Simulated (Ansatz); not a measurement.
# Mo (Im-3m, 1 atom in the cell): converging a phonon calculation, part 2 of 3

How do the frequencies of Mo (Im-3m, 1 atom in the cell) move with q mesh, k mesh and cutoff?

Ansatz 0.2.0; DFT PBEsol, scalar-relativistic, plane waves, PAW.

So far, highest frequency on the path or at a solved wavevector (cm⁻¹): 269 in steps 3, 4 and 6. The relaxed cell has a = 3.130 Å (conventional setting).

## 8. Another k mesh, k-mesh 6×6×6, q mesh 2×2×2

The k mesh is changed to 6×6×6 on a small fixed q mesh, to find the coarsest that serves.

Contents of input.yaml:

```yaml
crystal:
  lattice:
    - [-1.5649913637, 1.5649913637, 1.5649913637]
    - [1.5649913637, -1.5649913637, 1.5649913637]
    - [1.5649913637, 1.5649913637, -1.5649913637]
  atoms:
    - { symbol: Mo, position: [0.0, 0.0, 0.0] }
kpoints:
  mp_grid: { grid: [6, 6, 6] }
hamiltonian:
  xc: pbesol
scf:
  occupations: { method: methfessel_paxton, width: 0.2 }
output:
  eigenvalues: true
phonons:
  method: dfpt
  qmesh: [2, 2, 2]
  temperatures: { t_max: 1000, t_step: 50 }
  qpath:
    path:
      - [[0.0, 0.0, 0.0], [0.5, -0.5, 0.5], [0.0, 0.0, 0.5], [0.0, 0.0, 0.0], [0.25, 0.25, 0.25], [0.5, -0.5, 0.5]]
      - [[0.25, 0.25, 0.25], [0.0, 0.0, 0.5]]
    npoints: 10
```

Started as:

```sh
ansatz run input.yaml --threads 4 --pin off --max-ram 7168MiB --backend cpu --events-out ev --progress --plain --runs-dir out
```

Numbers of over 12 decimals in the logs are rounded to 6 here.

The program printed:

```text
[...]
Crystal: 1 atoms, lattice volume = 15.332 Å³
Basis set: ecut = 420 eV, 321 PW (Γ), exchange–correlation on 40×40×40 points (8 copies of the dense FFT grid, shifted against one another)
Bands: 11, of which v1, the nominal top of the filled ones, is band 7 counted from 1 (6 counted from 0)
Symmetry: 48 space group operations
k-points: 16 of 216
[...]
SCF iter   1: F=—  HF=-4897.536306 eV  |F-HF|=—  |Δ(HF+E_count)|=         —  Δρ=6.88e-3  dr2=5.35e-3  ethr=1.77e-3  ⟨swp⟩=4.8  Hψ=959  notcnv=0
[...]
SCF iter   7: F=-4897.534446 eV  HF=-4897.534446 eV  |F-HF|=1.82e-12  |Δ(HF+E_count)|=  1.09e-11  S|Δr|=    0.00e0  Δρ=3.32e-8  dr2=1.31e-13  ethr=1.00e-12  ⟨swp⟩=5.1  Hψ=633  notcnv=0
SCF 1 converged in 7 iterations: F = -4897.534446 eV  dr2 = 1.31e-13
[...]
SCF converged after 7 iterations
[...]
Free energy (F): -4897.534446 eV
[...]
Internal energy: -4897.538882 eV  (E = F + TS)
E sigma→0 (E₀):  -4897.535555 eV
Entropy (-TS):   0.004436 eV (4.436 meV/atom)
Fermi energy:    21.456244 eV
[...]
--- Band table (eV; the first three rows and the last of 16) ---
  k-point 0: bands = [... 3 lower, -13.0020, 14.1134, 20.0356, 20.0356, 20.0356, 23.1188, 23.1188, 36.1416]
  k-point 1: bands = [... 3 lower, -13.0052, 15.2407, 19.4136, 19.8491, 21.1925, 22.5307, 23.1656, 36.7061]
  k-point 2: bands = [... 3 lower, -13.0120, 16.3118, 18.3821, 20.7415, 22.9281, 23.4919, 24.1483, 34.9156]
  k-point 15: bands = [... 3 lower, -14.0303, 15.8315, 15.8315, 25.5526, 25.5526, 25.5526, 30.6048, 30.6048]
[...]
ASR residual: 3.362e-5 → 0.000e0 eV/Å²; symmetrization residual: 3.790e-13 eV/Å²
  ASR residual per site (eV/Å²): 3.36e-5
  Γ frequencies (cm⁻¹): 0.00 0.00 0.00
--- Phonons (arbitrary-q DFPT): 3 irreducible q on the 2×2×2 mesh ---
[...]
interpolated dispersion: 62 rows × 3 modes
[...]
```

The job ended after 1.2 s (4 threads of Arm Neoverse V2, shared host; peak memory 0.33 GiB).

The run finished; it serves as a test, and its numbers are not taken as the result.

## 9. Another k mesh, k-mesh 10×10×10, q mesh 2×2×2

The k mesh is changed to 10×10×10 on a small fixed q mesh, to find the coarsest that serves.

input.yaml: that of step 8 with these lines changed.

```diff
@@ -8,3 +8,3 @@
 kpoints:
-  mp_grid: { grid: [6, 6, 6] }
+  mp_grid: { grid: [10, 10, 10] }
 hamiltonian:
```

The program printed:

```text
[...]
Crystal: 1 atoms, lattice volume = 15.332 Å³
Basis set: ecut = 420 eV, 321 PW (Γ), exchange–correlation on 40×40×40 points (8 copies of the dense FFT grid, shifted against one another)
Bands: 11, of which v1, the nominal top of the filled ones, is band 7 counted from 1 (6 counted from 0)
Symmetry: 48 space group operations
k-points: 47 of 1000
[...]
SCF iter   1: F=—  HF=-4897.455351 eV  |F-HF|=—  |Δ(HF+E_count)|=         —  Δρ=5.89e-3  dr2=2.69e-3  ethr=1.77e-3  ⟨swp⟩=4.9  Hψ=2801  notcnv=0
[...]
SCF iter   7: F=-4897.454624 eV  HF=-4897.454624 eV  |F-HF|=1.82e-12  |Δ(HF+E_count)|=  5.46e-12  S|Δr|=    0.00e0  Δρ=6.72e-8  dr2=3.76e-13  ethr=1.00e-12  ⟨swp⟩=4.2  Hψ=2271  notcnv=0
SCF 1 converged in 7 iterations: F = -4897.454624 eV  dr2 = 3.76e-13
[...]
SCF converged after 7 iterations
[...]
Free energy (F): -4897.454624 eV
[...]
Internal energy: -4897.453688 eV  (E = F + TS)
E sigma→0 (E₀):  -4897.454390 eV
Entropy (-TS):   -0.000936 eV (-0.936 meV/atom)
Fermi energy:    21.569868 eV
[...]
--- Band table (eV; the first three rows and the last of 47) ---
  k-point 0: bands = [... 3 lower, -12.9610, 14.1143, 20.0586, 20.0586, 20.0586, 23.1435, 23.1435, 36.1401]
  k-point 1: bands = [... 3 lower, -12.9623, 14.5567, 19.8095, 20.0054, 20.4842, 22.8123, 23.1529, 36.4504]
  k-point 2: bands = [... 3 lower, -12.9655, 15.6253, 19.2187, 19.8028, 21.7019, 22.5230, 23.2274, 36.6532]
  k-point 46: bands = [... 3 lower, -13.9914, 15.8423, 15.8423, 25.5837, 25.5837, 25.5837, 30.6098, 30.6098]
[...]
ASR residual: 5.714e-5 → 0.000e0 eV/Å²; symmetrization residual: 6.063e-13 eV/Å²
  ASR residual per site (eV/Å²): 5.71e-5
  Γ frequencies (cm⁻¹): 0.00 0.00 0.00
--- Phonons (arbitrary-q DFPT): 3 irreducible q on the 2×2×2 mesh ---
[...]
interpolated dispersion: 62 rows × 3 modes
[...]
zero-point energy: 0.029376 eV/cell   skipped modes (ω ≤ 0): 107, of them read as no rigid motion or as one in doubt: 104 (1.175e-1 modes/cell left out, lowest -114.85 cm⁻¹)   left out of the sums: 3.92e-2 of the cell's modes: C_V's classical limit lies that fraction below 3 k_B per atom; for a crystal, a wire or a layer, F and S can be off by more, and a phonons.interpolated_qmesh denser along its periods is the remedy for the sampling
```

Run time: 2.8 s. Hardware: 4 threads; peak memory 0.39 GiB.

The run finished; it serves as a test, and its numbers are not taken as the result.

## 10. Another k mesh, k-mesh 16×16×16, q mesh 2×2×2

The k mesh is changed to 16×16×16 on a small fixed q mesh, to find the coarsest that serves.

input.yaml: that of step 9 with these lines changed.

```diff
@@ -8,3 +8,3 @@
 kpoints:
-  mp_grid: { grid: [10, 10, 10] }
+  mp_grid: { grid: [16, 16, 16] }
 hamiltonian:
```

The program printed:

```text
[...]
Crystal: 1 atoms, lattice volume = 15.332 Å³
Basis set: ecut = 420 eV, 321 PW (Γ), exchange–correlation on 40×40×40 points (8 copies of the dense FFT grid, shifted against one another)
Bands: 11, of which v1, the nominal top of the filled ones, is band 7 counted from 1 (6 counted from 0)
Symmetry: 48 space group operations
k-points: 145 of 4096
[...]
k-point 144: bands = [... 3 lower, -14.0069, 15.8371, 15.8371, 25.5724, 25.5724, 25.5724, 30.6082, 30.6082]
[...]
ASR residual: 5.035e-5 → 0.000e0 eV/Å²; symmetrization residual: 3.411e-13 eV/Å²
  ASR residual per site (eV/Å²): 5.03e-5
  Γ frequencies (cm⁻¹): 0.00 0.00 0.00
--- Phonons (arbitrary-q DFPT): 3 irreducible q on the 2×2×2 mesh ---
[...]
interpolated dispersion: 62 rows × 3 modes
[...]
[key lines of the parts left out:]
SCF converged after 7 iterations
Free energy (F): -4897.474377 eV
Fermi energy:    21.450960 eV
```

The job ended after 8.5 s (4 threads; peak memory 0.7 GiB).

Frequencies (cm⁻¹) solved at each irreducible wavevector; negative means imaginary. Frequencies by wavevector, by row:

```csv
q in reciprocal lattice units,star,mode 1,mode 2,mode 3
0 0 0,1,0,0,0
0 0 -0.5,6,157.9,200.7,268.7
-0.5 -0.5 -0.5,1,187.4,187.4,187.4
```

Against step 4 (now k-mesh 16×16×16), the highest frequency on the path or at a solved wavevector stays at 269 cm⁻¹ and the lowest mode on the q mesh (acoustic modes at Γ apart) goes from 164 cm⁻¹ to 158 cm⁻¹.

## 11. Another k mesh, q mesh 2×2×2

The k mesh is changed to 20×20×20 on a small fixed q mesh, to find the coarsest that serves.

input.yaml: that of step 10 with these lines changed.

```diff
@@ -8,3 +8,3 @@
 kpoints:
-  mp_grid: { grid: [16, 16, 16] }
+  mp_grid: { grid: [20, 20, 20] }
 hamiltonian:
```

The program printed:

```text
[...]
Crystal: 1 atoms, lattice volume = 15.332 Å³
Basis set: ecut = 420 eV, 321 PW (Γ), exchange–correlation on 40×40×40 points (8 copies of the dense FFT grid, shifted against one another)
Bands: 11, of which v1, the nominal top of the filled ones, is band 7 counted from 1 (6 counted from 0)
Symmetry: 48 space group operations
k-points: 256 of 8000
[...]
k-point 255: bands = [... 3 lower, -14.0177, 15.8348, 15.8348, 25.5627, 25.5627, 25.5627, 30.6064, 30.6064]
[...]
ASR residual: 4.773e-5 → 0.000e0 eV/Å²; symmetrization residual: 4.926e-13 eV/Å²
  ASR residual per site (eV/Å²): 4.77e-5
  Γ frequencies (cm⁻¹): 0.00 0.00 0.00
--- Phonons (arbitrary-q DFPT): 3 irreducible q on the 2×2×2 mesh ---
[...]
interpolated dispersion: 62 rows × 3 modes
[...]
[key lines of the parts left out:]
SCF converged after 7 iterations
Free energy (F): -4897.471775 eV
Fermi energy:    21.468255 eV
```

Elapsed: 16 s, on 4 threads; peak memory 1.1 GiB.

Frequencies (cm⁻¹) solved at each irreducible wavevector; negative means imaginary. Frequencies by wavevector, by row:

| q in reciprocal lattice units | star | mode 1 | mode 2 | mode 3 |
| --- | --- | --- | --- | --- |
| 0 0 0 | 1 | 0 | 0 | 0 |
| 0 0 -0.5 | 6 | 164.4 | 198.7 | 269.1 |
| -0.5 -0.5 -0.5 | 1 | 175.4 | 175.4 | 175.4 |

Against step 10 (now k-mesh 20×20×20), the lowest mode on the q mesh (acoustic modes at Γ apart) goes from 158 cm⁻¹ to 164 cm⁻¹.

## 12. Another k mesh, k-mesh 30×30×30, q mesh 2×2×2

The k mesh is changed to 30×30×30 on a small fixed q mesh, to find the coarsest that serves.

input.yaml: that of step 11 with these lines changed.

```diff
@@ -8,3 +8,3 @@
 kpoints:
-  mp_grid: { grid: [20, 20, 20] }
+  mp_grid: { grid: [30, 30, 30] }
 hamiltonian:
```

The program printed:

```text
[...]
Crystal: 1 atoms, lattice volume = 15.332 Å³
Basis set: ecut = 420 eV, 321 PW (Γ), exchange–correlation on 40×40×40 points (8 copies of the dense FFT grid, shifted against one another)
Bands: 11, of which v1, the nominal top of the filled ones, is band 7 counted from 1 (6 counted from 0)
Symmetry: 48 space group operations
k-points: 752 of 27000
[...]
k-point 751: bands = [... 3 lower, -14.0137, 15.8357, 15.8357, 25.5662, 25.5662, 25.5662, 30.6071, 30.6071]
[...]
ASR residual: 4.034e-5 → 0.000e0 eV/Å²; symmetrization residual: 3.790e-13 eV/Å²
  ASR residual per site (eV/Å²): 4.03e-5
  Γ frequencies (cm⁻¹): 0.00 0.00 0.00
--- Phonons (arbitrary-q DFPT): 3 irreducible q on the 2×2×2 mesh ---
[...]
interpolated dispersion: 62 rows × 3 modes
[...]
[key lines of the parts left out:]
SCF converged after 7 iterations
Free energy (F): -4897.470740 eV
Fermi energy:    21.455716 eV
```

It took 50 s on 4 threads; peak memory 2.9 GiB.

Frequencies (cm⁻¹) solved at each irreducible wavevector; negative means imaginary. Frequencies by wavevector, by row:

```
q in reciprocal lattice units  star  mode 1  mode 2  mode 3
                        0 0 0     1       0       0       0
                     0 0 -0.5     6   145.6   199.3   270.8
               -0.5 -0.5 -0.5     1   171.8   171.8   171.8
```

Against step 4 (now k-mesh 30×30×30), the highest frequency on the path or at a solved wavevector goes from 269 to 271 cm⁻¹, the lowest mode on the q mesh (acoustic modes at Γ apart) goes from 164 cm⁻¹ to 146 cm⁻¹ and the mean frequency goes from 192 cm⁻¹ to 187 cm⁻¹.

## 13. Comparing the runs

Times are for 4 threads of Arm Neoverse V2, shared host. Results by setting:

```csv
no.,k-mesh,lowest mode on the q mesh (acoustic modes at Γ apart) (cm⁻¹),highest frequency on the path or at a solved wavevector (cm⁻¹),time,memory (GiB)
1,16×16×16,157.9,268.7,8.5 s,0.70
2,20×20×20,164.4,269.2,16 s,1.1
3,30×30×30,145.6,270.8,50 s,2.9
```

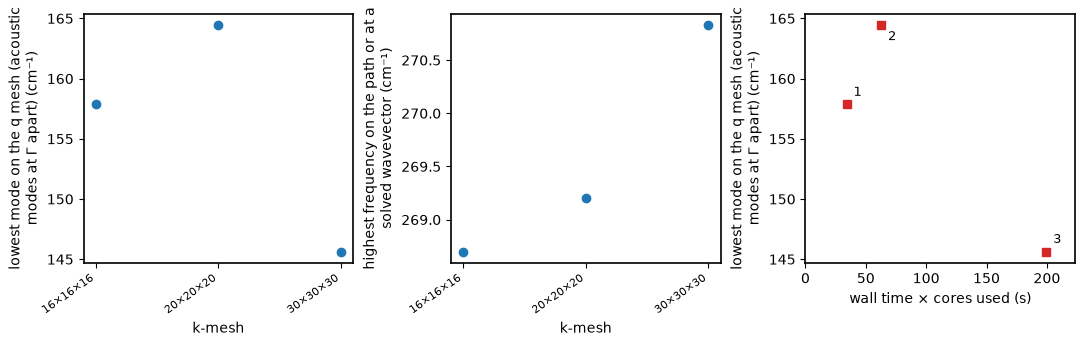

The series as plots; the last panel sets the first result against cost, with the runs numbered as in the table.

The phonon density of states has structure finer than the step of the table below, so its rows give means over 25 cm⁻¹, whole bins alone (the curve runs from 2.5 to 268 cm⁻¹). Peaks (cm⁻¹: height): 16×16×16 177.5: 0.0330, 252.5: 0.0256; 20×20×20 172.5: 0.0436, 257.5: 0.0227; 30×30×30 167.5: 0.0307, 252.5: 0.0237.

The runs together. Table of phonon density of states by wavenumber; means over each step; values in 1/cm⁻¹/cell:

```
wavenumber (cm⁻¹)  16×16×16  20×20×20  30×30×30
               25    1.6e-4    1.5e-4    1.9e-4
               50    6.8e-4    6.4e-4    7.9e-4
               75   0.00165   0.00155   0.00194
              100   0.00334   0.00316   0.00404
              125   0.00648   0.00615   0.00835
              150    0.0146    0.0139    0.0207
              175    0.0284    0.0318    0.0250
              200    0.0250    0.0232    0.0210
              225    0.0174    0.0182    0.0161
              250    0.0204    0.0188    0.0195
```

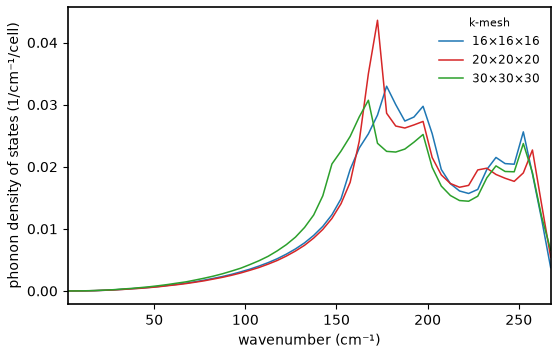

Phonon density of states against wavenumber.

The runs together, line C_V. C_V against temperature; values in J/mol-atom/K:

```csv
temperature (K),16×16×16 = 20×20×20,30×30×30
0,0,0
50,3.95,4.34
100,13.8,14.2
150,18.8,19.1
200,21.2,21.4
250,22.5,22.6
300,23.2,23.2
350,23.6,23.7
400,23.9,24.0
450,24.1,24.2
500,24.3,24.3
550,24.4,24.4
600,24.5,24.5
650,24.6,24.6
700,24.6,24.6
750,24.6,24.7
800,24.7,24.7
850,24.7,24.7
900,24.7,24.7
950,24.8,24.8
1000,24.8,24.8
```

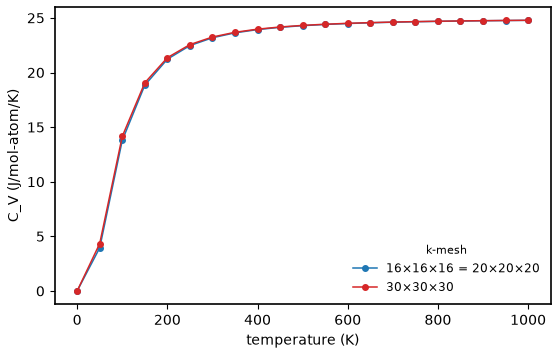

C_V, plotted against temperature.

## 14. Another cutoff, cutoff 170 eV, q mesh 2×2×2

The cutoff is set to 170 eV on a small fixed q mesh.

input.yaml: that of step 12 with these lines changed.

```diff
@@ -8,3 +8,3 @@
 kpoints:
-  mp_grid: { grid: [30, 30, 30] }
+  mp_grid: { grid: [20, 20, 20] }
 hamiltonian:
@@ -24 +24,3 @@
     npoints: 10
+basis:
+  ecutwfc: 170
```

The program printed:

```text
Warning: basis.ecutwfc = 170 eV is below the records' recommended 420 eV, and the density's cutoff is lower with it unless basis.ecutrho_ratio is high enough to keep the records' density cutoff: compare with a run at a higher cutoff
[...]
Crystal: 1 atoms, lattice volume = 15.332 Å³
Basis set: ecut = 170 eV, 79 PW (Γ), exchange–correlation on 24×24×24 points (8 copies of the dense FFT grid, shifted against one another)
Bands: 11, of which v1, the nominal top of the filled ones, is band 7 counted from 1 (6 counted from 0)
Symmetry: 48 space group operations
k-points: 256 of 8000
[...]
SCF iter   1: F=—  HF=-4888.376257 eV  |F-HF|=—  |Δ(HF+E_count)|=         —  Δρ=1.45e-1  dr2=1.90e0  ethr=1.77e-3  ⟨swp⟩=4.5  Hψ=13966  notcnv=0
[...]
SCF iter   7: F=-4887.386443 eV  HF=-4887.386443 eV  |F-HF|=1.82e-12  |Δ(HF+E_count)|=  5.28e-11  S|Δr|=    0.00e0  Δρ=1.31e-7  dr2=7.73e-13  ethr=1.00e-12  ⟨swp⟩=5.3  Hψ=10587  notcnv=0
SCF 1 converged in 7 iterations: F = -4887.386443 eV  dr2 = 7.73e-13
[...]
SCF converged after 7 iterations
[...]
Free energy (F): -4887.386443 eV
[...]
Internal energy: -4887.385877 eV  (E = F + TS)
E sigma→0 (E₀):  -4887.386302 eV
Entropy (-TS):   -0.000566 eV (-0.566 meV/atom)
Fermi energy:    21.660291 eV
[...]
--- Band table (eV; the first three rows and the last of 256) ---
  k-point 0: bands = [... 3 lower, -14.3324, 14.1125, 20.3957, 20.3957, 20.3957, 22.7221, 22.7221, 36.6034]
  k-point 1: bands = [... 3 lower, -14.3302, 14.2311, 20.3332, 20.3820, 20.5026, 22.6395, 22.7301, 36.6836]
  k-point 2: bands = [... 3 lower, -14.3234, 14.5763, 20.1572, 20.3189, 20.8207, 22.4570, 22.7571, 36.8872]
  k-point 255: bands = [... 3 lower, -15.5100, 15.7718, 15.7718, 25.2174, 25.2174, 25.2174, 31.0826, 31.0826]
[...]
ASR residual: 3.342e-5 → 0.000e0 eV/Å²; symmetrization residual: 2.842e-14 eV/Å²
  ASR residual per site (eV/Å²): 3.34e-5
  Γ frequencies (cm⁻¹): 0.00 0.00 0.00
--- Phonons (arbitrary-q DFPT): 3 irreducible q on the 2×2×2 mesh ---
[...]
interpolated dispersion: 62 rows × 3 modes
[...]
```

It took 7.5 s on 4 threads; peak memory 0.79 GiB; 25 s of CPU time.

The run finished; it serves as a test, and its numbers are not taken as the result.

## 15. Another cutoff, cutoff 230 eV, q mesh 2×2×2

The cutoff is set to 230 eV on a small fixed q mesh.

input.yaml: that of step 14 with these lines changed.

```diff
@@ -25,2 +25,2 @@
 basis:
-  ecutwfc: 170
+  ecutwfc: 230
```

The program printed:

```text
[...]
Crystal: 1 atoms, lattice volume = 15.332 Å³
Basis set: ecut = 230 eV, 135 PW (Γ), exchange–correlation on 30×30×30 points (8 copies of the dense FFT grid, shifted against one another)
Bands: 11, of which v1, the nominal top of the filled ones, is band 7 counted from 1 (6 counted from 0)
Symmetry: 48 space group operations
k-points: 256 of 8000
[...]
SCF iter   1: F=—  HF=-4896.311001 eV  |F-HF|=—  |Δ(HF+E_count)|=         —  Δρ=3.45e-2  dr2=9.16e-2  ethr=1.77e-3  ⟨swp⟩=5.0  Hψ=14758  notcnv=0
[...]
SCF iter   7: F=-4896.269620 eV  HF=-4896.269620 eV  |F-HF|=0.00e0  |Δ(HF+E_count)|=  5.46e-12  S|Δr|=    0.00e0  Δρ=1.06e-8  dr2=4.85e-15  ethr=1.00e-12  ⟨swp⟩=4.8  Hψ=9763  notcnv=0
SCF 1 converged in 7 iterations: F = -4896.269620 eV  dr2 = 4.85e-15
[...]
SCF converged after 7 iterations
[...]
Free energy (F): -4896.269620 eV
[...]
Internal energy: -4896.269676 eV  (E = F + TS)
E sigma→0 (E₀):  -4896.269634 eV
Entropy (-TS):   0.000056 eV (0.056 meV/atom)
Fermi energy:    21.545514 eV
[...]
--- Band table (eV; the first three rows and the last of 256) ---
  k-point 0: bands = [... 3 lower, -13.2710, 14.1192, 19.9676, 19.9676, 19.9676, 23.1336, 23.1336, 36.2411]
  k-point 1: bands = [... 3 lower, -13.2700, 14.2343, 19.9042, 19.9591, 20.0740, 23.0362, 23.1375, 36.3286]
  k-point 2: bands = [... 3 lower, -13.2649, 14.5664, 19.7268, 20.0114, 20.4164, 22.8212, 23.1684, 36.5584]
  k-point 255: bands = [... 3 lower, -14.2564, 15.8638, 15.8638, 25.5726, 25.5726, 25.5726, 30.7599, 30.7599]
[...]
ASR residual: 2.104e-6 → 0.000e0 eV/Å²; symmetrization residual: 7.579e-14 eV/Å²
  ASR residual per site (eV/Å²): 2.10e-6
  Γ frequencies (cm⁻¹): 0.00 0.00 0.00
--- Phonons (arbitrary-q DFPT): 3 irreducible q on the 2×2×2 mesh ---
[...]
interpolated dispersion: 62 rows × 3 modes
[...]
```

The job ended after 9.4 s (4 threads; peak memory 0.79 GiB).

The run finished; it serves as a test, and its numbers are not taken as the result.

[end of part 2 of 3]

[Logs are printed without paths, hosts, clocks, repeated set-up lines and the standing remarks that a program may print on its own settings, such as how far it seeks lower states.]

[Hosts, paths, dates, database ids (printed as entryN), source tags and the programs' standing remarks are cut or masked in the printed files.]
